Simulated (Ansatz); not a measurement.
# AlH₃ (triplet): wB97M-V, B2PLYP over vertical spin and charge gaps, def2-QZVPP

Aim: run AlH₃ (triplet) with these functionals over vertical spin and charge gaps, and hold them against the top wave-function level at the same points.

Program: Ansatz 0.2.0, Gaussian basis. Level of theory: def2-QZVPP, all electrons in the functionals, frozen cores in the correlation of double hybrids and RPA. These are calculated values, not measurements.

To be run: wB97M-V, B2PLYP, at charge 0, triplet; charge 0, singlet; charge 0, quintet; charge 1, doublet; charge 1, quartet.

2 further runs of the same task are left out: 2 set aside as unsound or not needed.

## 1. What is computed

The geometry is a PBE0/def2-TZVP stationary point (not a proven minimum).

4 atoms, charge 0, spin multiplicity 3.

Atoms are counted from 1 here; the program's logs count them from 0.

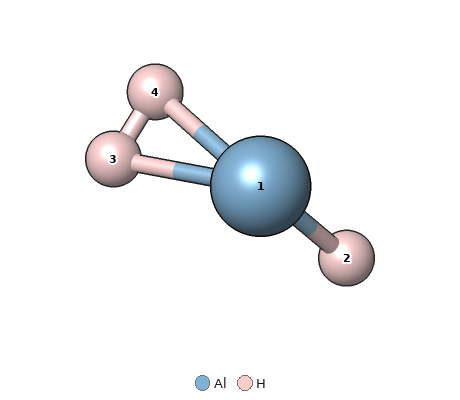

The geometry (aluminium light blue, hydrogen pink); atoms are numbered from 1 in the order of the file.

No dispersion term is added; wB97M-V holds VV10 nonlocal correlation.

The geometry shown and the zero of energy belong to the point charge 0, triplet. The yardstick, UCCSD(T), and other wave-function levels (R restricted, U unrestricted, valence and pair active spaces) come from earlier runs.

## 2. wB97M-V, charge 0, triplet

in.yaml

```yaml
crystal:
  periodic: [false, false, false]
  atoms:
    - {symbol: Al, position_ang: [0.000000, 0.074413, -0.095633]}
    - {symbol: H, position_ang: [0.000000, -1.372409, -0.753982]}
    - {symbol: H, position_ang: [0.420650, -0.309773, 1.656991]}
    - {symbol: H, position_ang: [-0.420650, -0.309773, 1.656991]}
basis:
  gaussian: {orbitals: "def2-QZVPP.json"}
magnetization: {spin_polarized: true, initial_magnetization: 2}
hamiltonian: {xc: {name: wB97M-V}}
output: {orbitals: {seedname: orbitals}}
```

The run is started by

```console
ansatz run in.yaml --threads 2 --pin off --events-out ev --progress --plain --max-ram 16896MiB --backend cuda --devices 0, --max-vram 18GiB
```

Output (excerpt; [...] marks lines left out):

```text
Functional definition: wB97M-V
  name "wB97M-V"
  cite "Mardirossian & Head-Gordon, J. Chem. Phys. 144, 214110 (2016) doi:10.1063/1.4952647"
  cite "Becke, J. Chem. Phys. 107, 8554 (1997) doi:10.1063/1.475007"
  cite "Vydrov & Van Voorhis, J. Chem. Phys. 133, 244103 (2010) doi:10.1063/1.3521275"
  # Of w^i u^j: cxij and so on, Table III.
[...]
  gx(w, u) = 1 - cx + cx01*u + cx10*w
  gss(w, u) = css00 + css04*u^4 + css10*w + css20*w^2 + css43*w^4*u^3
  gos(w, u) = cos00 + cos10*w + (cos20 + cos21*u)*w^2 + (cos60 + cos61*u)*w^6
[...]
      + integral(e_c_pw_mod_opposite_spin*gos(b97_w_opposite, b97_u_opposite)) + vv10(b, c)
556 factors; their error is unknown
168 factors; integrals over basis functions are off by at most 2.8e-5 eV
[...]
mean field -6641.41519457 eV, -244.0675066876 hartree, gradient 3.4e-5 eV, S^2 2.001338; 0 other end points of the search recorded, 0 dependent functions left out
reference -6641.41524447 eV, -244.0675085213 hartree; 9, 7 occupied and 151, 153 virtual orbitals, 556 factors
Total energy: -6641.41524447 eV, -244.0675085213 hartree
```

Wall time 8 s (1 × H100 (card shared with other runs) with 2 threads of AMD EPYC 7R13, shared host); peak host memory 0.88 GiB.

From the report: ⟨S²⟩ of the determinant 2.001 (pure triplet: 2.00).

## 3. wB97M-V, charge 0, singlet

Changes to in.yaml since step 2:

```diff
@@ -9,3 +9,3 @@
   gaussian: {orbitals: "def2-QZVPP.json"}
-magnetization: {spin_polarized: true, initial_magnetization: 2}
+magnetization: {spin_polarized: true, initial_magnetization: 0}
 hamiltonian: {xc: {name: wB97M-V}}
```

Same command.

Output (excerpt; [...] marks lines left out):

```text
Functional definition: wB97M-V
  name "wB97M-V"
  cite "Mardirossian & Head-Gordon, J. Chem. Phys. 144, 214110 (2016) doi:10.1063/1.4952647"
  cite "Becke, J. Chem. Phys. 107, 8554 (1997) doi:10.1063/1.475007"
  cite "Vydrov & Van Voorhis, J. Chem. Phys. 133, 244103 (2010) doi:10.1063/1.3521275"
  # Of w^i u^j: cxij and so on, Table III.
[...]
  gx(w, u) = 1 - cx + cx01*u + cx10*w
  gss(w, u) = css00 + css04*u^4 + css10*w + css20*w^2 + css43*w^4*u^3
  gos(w, u) = cos00 + cos10*w + (cos20 + cos21*u)*w^2 + (cos60 + cos61*u)*w^6
[...]
      + integral(e_c_pw_mod_opposite_spin*gos(b97_w_opposite, b97_u_opposite)) + vv10(b, c)
556 factors; their error is unknown
168 factors; integrals over basis functions are off by at most 2.8e-5 eV
[...]
mean field -6641.91189270 eV, -244.0857600070 hartree, gradient 7.9e-6 eV, S^2 0.000000; 2 other end points of the search recorded, 0 dependent functions left out
reference -6641.91194473 eV, -244.0857619193 hartree; 8, 8 occupied and 152, 152 virtual orbitals, 556 factors
Total energy: -6641.91194473 eV, -244.0857619193 hartree
```

Run time: 2.8 s. Hardware: 1 × H100 (card shared with other runs) with 2 threads of AMD EPYC 7R13, shared host; peak host memory 0.89 GiB.

From the report: ⟨S²⟩ of the determinant 0.000 (pure singlet: 0.00).

From charge 0, triplet: -0.497 eV.

## 4. wB97M-V, charge 0, quintet

Changes to in.yaml since step 3:

```diff
@@ -9,3 +9,3 @@
   gaussian: {orbitals: "def2-QZVPP.json"}
-magnetization: {spin_polarized: true, initial_magnetization: 0}
+magnetization: {spin_polarized: true, initial_magnetization: 4}
 hamiltonian: {xc: {name: wB97M-V}}
```

Launched as before.

Output (excerpt; [...] marks lines left out):

```text
Functional definition: wB97M-V
  name "wB97M-V"
  cite "Mardirossian & Head-Gordon, J. Chem. Phys. 144, 214110 (2016) doi:10.1063/1.4952647"
  cite "Becke, J. Chem. Phys. 107, 8554 (1997) doi:10.1063/1.475007"
  cite "Vydrov & Van Voorhis, J. Chem. Phys. 133, 244103 (2010) doi:10.1063/1.3521275"
  # Of w^i u^j: cxij and so on, Table III.
[...]
  gx(w, u) = 1 - cx + cx01*u + cx10*w
  gss(w, u) = css00 + css04*u^4 + css10*w + css20*w^2 + css43*w^4*u^3
  gos(w, u) = cos00 + cos10*w + (cos20 + cos21*u)*w^2 + (cos60 + cos61*u)*w^6
[...]
      + integral(e_c_pw_mod_opposite_spin*gos(b97_w_opposite, b97_u_opposite)) + vv10(b, c)
556 factors; their error is unknown
168 factors; integrals over basis functions are off by at most 2.8e-5 eV
[...]
mean field -6633.88068972 eV, -243.7906187415 hartree, gradient 5.1e-5 eV, S^2 6.000483; 3 other end points of the search recorded, 0 dependent functions left out
reference -6633.88073355 eV, -243.7906203520 hartree; 10, 6 occupied and 150, 154 virtual orbitals, 556 factors
Total energy: -6633.88073355 eV, -243.7906203520 hartree
```

Wall time 6 s (1 × H100 (card shared with other runs) with 2 threads of AMD EPYC 7R13, shared host); peak host memory 0.88 GiB.

From the report: ⟨S²⟩ of the determinant 6.000 (pure quintet: 6.00).

From charge 0, triplet: +7.535 eV.

## 5. wB97M-V, charge 1, doublet

Changes to in.yaml since step 4:

```diff
@@ -9,3 +9,4 @@
   gaussian: {orbitals: "def2-QZVPP.json"}
-magnetization: {spin_polarized: true, initial_magnetization: 4}
+total_charge: 1
+magnetization: {spin_polarized: true, initial_magnetization: 1}
 hamiltonian: {xc: {name: wB97M-V}}
```

The command is unchanged.

Output (excerpt; [...] marks lines left out):

```text
Functional definition: wB97M-V
  name "wB97M-V"
  cite "Mardirossian & Head-Gordon, J. Chem. Phys. 144, 214110 (2016) doi:10.1063/1.4952647"
  cite "Becke, J. Chem. Phys. 107, 8554 (1997) doi:10.1063/1.475007"
  cite "Vydrov & Van Voorhis, J. Chem. Phys. 133, 244103 (2010) doi:10.1063/1.3521275"
  # Of w^i u^j: cxij and so on, Table III.
[...]
  gx(w, u) = 1 - cx + cx01*u + cx10*w
  gss(w, u) = css00 + css04*u^4 + css10*w + css20*w^2 + css43*w^4*u^3
  gos(w, u) = cos00 + cos10*w + (cos20 + cos21*u)*w^2 + (cos60 + cos61*u)*w^6
[...]
      + integral(e_c_pw_mod_opposite_spin*gos(b97_w_opposite, b97_u_opposite)) + vv10(b, c)
556 factors; their error is unknown
168 factors; integrals over basis functions are off by at most 2.8e-5 eV
[...]
mean field -6634.60217457 eV, -243.8171328206 hartree, gradient 2.8e-5 eV, S^2 0.753243; 0 other end points of the search recorded, 0 dependent functions left out
reference -6634.60222202 eV, -243.8171345643 hartree; 8, 7 occupied and 152, 153 virtual orbitals, 556 factors
Total energy: -6634.60222202 eV, -243.8171345643 hartree
```

Run time: 2.1 s. Hardware: 1 × H100 (card shared with other runs) with 2 threads of AMD EPYC 7R13, shared host; peak host memory 0.88 GiB.

From the report: ⟨S²⟩ of the determinant 0.753 (pure doublet: 0.75).

From charge 0, triplet: +6.813 eV.

## 6. wB97M-V, charge 1, quartet

Changes to in.yaml since step 5:

```diff
@@ -10,3 +10,3 @@
 total_charge: 1
-magnetization: {spin_polarized: true, initial_magnetization: 1}
+magnetization: {spin_polarized: true, initial_magnetization: 3}
 hamiltonian: {xc: {name: wB97M-V}}
```

Launched as before.

Output (excerpt; [...] marks lines left out):

```text
Functional definition: wB97M-V
  name "wB97M-V"
  cite "Mardirossian & Head-Gordon, J. Chem. Phys. 144, 214110 (2016) doi:10.1063/1.4952647"
  cite "Becke, J. Chem. Phys. 107, 8554 (1997) doi:10.1063/1.475007"
  cite "Vydrov & Van Voorhis, J. Chem. Phys. 133, 244103 (2010) doi:10.1063/1.3521275"
  # Of w^i u^j: cxij and so on, Table III.
[...]
  gx(w, u) = 1 - cx + cx01*u + cx10*w
  gss(w, u) = css00 + css04*u^4 + css10*w + css20*w^2 + css43*w^4*u^3
  gos(w, u) = cos00 + cos10*w + (cos20 + cos21*u)*w^2 + (cos60 + cos61*u)*w^6
[...]
      + integral(e_c_pw_mod_opposite_spin*gos(b97_w_opposite, b97_u_opposite)) + vv10(b, c)
556 factors; their error is unknown
168 factors; integrals over basis functions are off by at most 2.8e-5 eV
[...]
mean field -6629.29738585 eV, -243.6221854309 hartree, gradient 7.3e-5 eV, S^2 3.750466; 0 other end points of the search recorded, 0 dependent functions left out
reference -6629.29743700 eV, -243.6221873105 hartree; 9, 6 occupied and 151, 154 virtual orbitals, 556 factors
Total energy: -6629.29743700 eV, -243.6221873105 hartree
```

It took 4.2 s on 1 × H100 (card shared with other runs) with 2 threads of AMD EPYC 7R13, shared host; peak host memory 0.88 GiB.

From the report: ⟨S²⟩ of the determinant 3.750 (pure quartet: 3.75).

From charge 0, triplet: +12.118 eV.

## 7. B2PLYP, charge 0, triplet

Changes to in.yaml since step 6:

```diff
@@ -9,5 +9,4 @@
   gaussian: {orbitals: "def2-QZVPP.json"}
-total_charge: 1
-magnetization: {spin_polarized: true, initial_magnetization: 3}
-hamiltonian: {xc: {name: wB97M-V}}
-output: {orbitals: {seedname: orbitals}}
+magnetization: {spin_polarized: true, initial_magnetization: 2}
+hamiltonian: {xc: {name: B2PLYP}}
+correlation: {electrons: outside_noble_gas}
```

Launched as before.

Output (excerpt; [...] marks lines left out):

```text
Functional definition: B2PLYP
  name "B2PLYP"
  cite "Grimme, J. Chem. Phys. 124, 034108 (2006) doi:10.1063/1.2148954"
  cite "Becke, Phys. Rev. A 38, 3098 (1988) doi:10.1103/PhysRevA.38.3098"
  cite "Lee, Yang & Parr, Phys. Rev. B 37, 785 (1988) doi:10.1103/PhysRevB.37.785"
[...]
918 factors; integrals over basis functions are off by at most 1.5e-3 eV
[...]
mean field -6638.29282239 eV, -243.9527616265 hartree, gradient 4.7e-6 eV, S^2 2.003448; 0 other end points of the search recorded, 0 dependent functions left out
5 core orbitals not correlated: weight in the atoms' cores, before any rotation towards them, 1.000 or more for the frozen orbitals, at most 0.000 for the correlated occupied ones
reference -6638.29296299 eV, -243.9527667932 hartree; 4, 2 occupied and 151, 153 virtual orbitals, 918 factors
second order -3.02143106 eV of doubles, -0.00000000 eV of singles
Total energy: -6639.10874937 eV, -243.9827463899 hartree
```

Run time: 5.5 s. Hardware: 1 × H100 (card shared with other runs) with 2 threads of AMD EPYC 7R13, shared host; peak host memory 0.88 GiB.

From the report: ⟨S²⟩ of the determinant 2.003 (pure triplet: 2.00).

## 8. B2PLYP, charge 0, singlet

Changes to in.yaml since step 7:

```diff
@@ -9,3 +9,3 @@
   gaussian: {orbitals: "def2-QZVPP.json"}
-magnetization: {spin_polarized: true, initial_magnetization: 2}
+magnetization: {spin_polarized: true, initial_magnetization: 0}
 hamiltonian: {xc: {name: B2PLYP}}
```

Same command.

Output (excerpt; [...] marks lines left out):

```text
Functional definition: B2PLYP
  name "B2PLYP"
  cite "Grimme, J. Chem. Phys. 124, 034108 (2006) doi:10.1063/1.2148954"
  cite "Becke, Phys. Rev. A 38, 3098 (1988) doi:10.1103/PhysRevA.38.3098"
  cite "Lee, Yang & Parr, Phys. Rev. B 37, 785 (1988) doi:10.1103/PhysRevB.37.785"
[...]
918 factors; integrals over basis functions are off by at most 1.5e-3 eV
[...]
mean field -6638.56764471 eV, -243.9628611602 hartree, gradient 6.4e-6 eV, S^2 0.515019; 7 other end points of the search recorded, 0 dependent functions left out
5 core orbitals not correlated: weight in the atoms' cores, before any rotation towards them, 1.000 or more for the frozen orbitals, at most 0.000 for the correlated occupied ones
reference -6638.56778701 eV, -243.9628663897 hartree; 3, 3 occupied and 152, 152 virtual orbitals, 918 factors
second order -3.27070330 eV of doubles, -0.00000000 eV of singles
Total energy: -6639.45087690 eV, -243.9953193446 hartree
```

It took 2.5 s on 1 × H100 (card shared with other runs) with 2 threads of AMD EPYC 7R13, shared host; peak host memory 0.89 GiB.

From the report: ⟨S²⟩ of the determinant 0.515 (pure singlet: 0.00). The determinant is far from a pure spin state, so its energy mixes those of several spin states (harmless only where they are near-degenerate, as at dissociation).

From charge 0, triplet: -0.342 eV.

## 9. B2PLYP, charge 0, quintet

Changes to in.yaml since step 8:

```diff
@@ -9,3 +9,3 @@
   gaussian: {orbitals: "def2-QZVPP.json"}
-magnetization: {spin_polarized: true, initial_magnetization: 0}
+magnetization: {spin_polarized: true, initial_magnetization: 4}
 hamiltonian: {xc: {name: B2PLYP}}
```

The command is unchanged.

Output (excerpt; [...] marks lines left out):

```text
Functional definition: B2PLYP
  name "B2PLYP"
  cite "Grimme, J. Chem. Phys. 124, 034108 (2006) doi:10.1063/1.2148954"
  cite "Becke, Phys. Rev. A 38, 3098 (1988) doi:10.1103/PhysRevA.38.3098"
  cite "Lee, Yang & Parr, Phys. Rev. B 37, 785 (1988) doi:10.1103/PhysRevB.37.785"
[...]
918 factors; integrals over basis functions are off by at most 1.5e-3 eV
[...]
mean field -6631.10560360 eV, -243.6886362075 hartree, gradient 6.3e-6 eV, S^2 6.001457; 4 other end points of the search recorded, 0 dependent functions left out
5 core orbitals not correlated: weight in the atoms' cores, before any rotation towards them, 1.000 or more for the frozen orbitals, at most 0.000 for the correlated occupied ones
reference -6631.10574422 eV, -243.6886413750 hartree; 5, 1 occupied and 150, 154 virtual orbitals, 918 factors
second order -2.19069220 eV of doubles, -0.00000000 eV of singles
Total energy: -6631.69723111 eV, -243.7103781174 hartree
```

Wall time 3.3 s (1 × H100 (card shared with other runs) with 2 threads of AMD EPYC 7R13, shared host); peak host memory 0.88 GiB.

From the report: ⟨S²⟩ of the determinant 6.001 (pure quintet: 6.00).

From charge 0, triplet: +7.412 eV.

## 10. B2PLYP, charge 1, doublet

Changes to in.yaml since step 9:

```diff
@@ -9,3 +9,4 @@
   gaussian: {orbitals: "def2-QZVPP.json"}
-magnetization: {spin_polarized: true, initial_magnetization: 4}
+total_charge: 1
+magnetization: {spin_polarized: true, initial_magnetization: 1}
 hamiltonian: {xc: {name: B2PLYP}}
```

Same command.

Output (excerpt; [...] marks lines left out):

```text
Functional definition: B2PLYP
  name "B2PLYP"
  cite "Grimme, J. Chem. Phys. 124, 034108 (2006) doi:10.1063/1.2148954"
  cite "Becke, Phys. Rev. A 38, 3098 (1988) doi:10.1103/PhysRevA.38.3098"
  cite "Lee, Yang & Parr, Phys. Rev. B 37, 785 (1988) doi:10.1103/PhysRevB.37.785"
[...]
918 factors; integrals over basis functions are off by at most 1.5e-3 eV
[...]
mean field -6631.55205204 eV, -243.7050428849 hartree, gradient 6.3e-6 eV, S^2 0.756735; 0 other end points of the search recorded, 0 dependent functions left out
5 core orbitals not correlated: weight in the atoms' cores, before any rotation towards them, 1.000 or more for the frozen orbitals, at most 0.000 for the correlated occupied ones
reference -6631.55218060 eV, -243.7050476095 hartree; 3, 2 occupied and 152, 153 virtual orbitals, 918 factors
second order -2.53277689 eV of doubles, -0.00000000 eV of singles
Total energy: -6632.23603036 eV, -243.7301786246 hartree
```

Wall time 1.6 s (1 × H100 (card shared with other runs) with 2 threads of AMD EPYC 7R13, shared host); peak host memory 0.88 GiB.

From the report: ⟨S²⟩ of the determinant 0.757 (pure doublet: 0.75).

From charge 0, triplet: +6.873 eV.

## 11. B2PLYP, charge 1, quartet

Changes to in.yaml since step 10:

```diff
@@ -10,3 +10,3 @@
 total_charge: 1
-magnetization: {spin_polarized: true, initial_magnetization: 1}
+magnetization: {spin_polarized: true, initial_magnetization: 3}
 hamiltonian: {xc: {name: B2PLYP}}
```

Same command.

Output (excerpt; [...] marks lines left out):

```text
Functional definition: B2PLYP
  name "B2PLYP"
  cite "Grimme, J. Chem. Phys. 124, 034108 (2006) doi:10.1063/1.2148954"
  cite "Becke, Phys. Rev. A 38, 3098 (1988) doi:10.1103/PhysRevA.38.3098"
  cite "Lee, Yang & Parr, Phys. Rev. B 37, 785 (1988) doi:10.1103/PhysRevB.37.785"
[...]
918 factors; integrals over basis functions are off by at most 1.5e-3 eV
[...]
mean field -6626.66494374 eV, -243.5254449676 hartree, gradient 2.4e-6 eV, S^2 3.750940; 0 other end points of the search recorded, 0 dependent functions left out
5 core orbitals not correlated: weight in the atoms' cores, before any rotation towards them, 1.000 or more for the frozen orbitals, at most 0.000 for the correlated occupied ones
reference -6626.66508202 eV, -243.5254500495 hartree; 4, 1 occupied and 151, 154 virtual orbitals, 918 factors
second order -1.75921957 eV of doubles, -0.00000000 eV of singles
Total energy: -6627.14007131 eV, -243.5429055837 hartree
```

Run time: 1.9 s. Hardware: 1 × H100 (card shared with other runs) with 2 threads of AMD EPYC 7R13, shared host; peak host memory 0.88 GiB.

From the report: ⟨S²⟩ of the determinant 3.751 (pure quartet: 3.75).

From charge 0, triplet: +11.969 eV.

## 12. The comparison

No level is safe as a reference over these points; UCCSD(T) serves as a yardstick only. It comes from earlier runs at the same points. Energies in eV, counted from charge 0, triplet; blanks weren't run or aren't comparable.

```tsv
level	triplet to singlet	triplet to quintet	ionisation to the doublet cation	ionisation to the quartet cation
UCCSD(T)		7.218	6.965	11.919
wB97M-V	-0.497	7.535	6.813	12.118
B2PLYP	-0.342	7.412	6.873	11.969
```

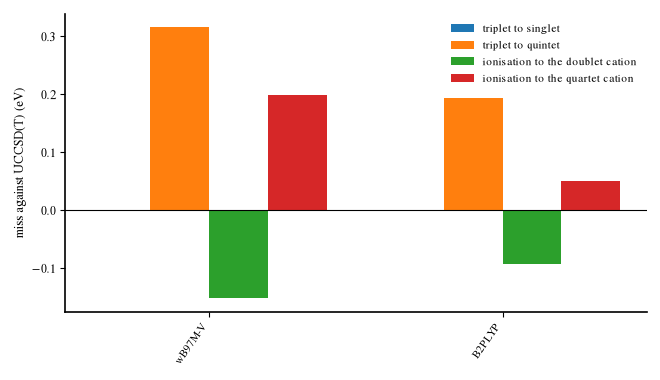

Misses of the gaps against UCCSD(T).

Largest miss and mean time a point (UCCSD(T) took 15 s a point; shared hosts):

```tsv
level	largest miss (eV)	where	time a point
wB97M-V	+0.316	triplet to quintet	4.6 s
B2PLYP	+0.193	triplet to quintet	3 s
```

## 13. Outcome

| quantity | value |
| --- | --- |
| triplet to quintet, UCCSD(T) | 7.218 eV |
| ionisation to the doublet cation, UCCSD(T) | 6.965 eV |
| ionisation to the quartet cation, UCCSD(T) | 11.919 eV |
| largest miss, wB97M-V | +0.316 eV (triplet to quintet) |
| largest miss, B2PLYP | +0.193 eV (triplet to quintet) |

Misses are known at 3 of 4 points at best, and only functionals with that many are ranked. Of the functionals, B2PLYP keep the smallest largest miss at the points compared (at most 0.193 eV) and wB97M-V strays most (0.316 eV, at triplet to quintet). B2PLYP clearly breaks the spin symmetry at some points (⟨S²⟩ up to 0.52 above the pure value), so energy there is bought with a mixed spin. Functionals and the yardstick converge differently with the basis, so part of each miss in def2-QZVPP is the basis. The yardstick itself may be off where one determinant is a poor start.
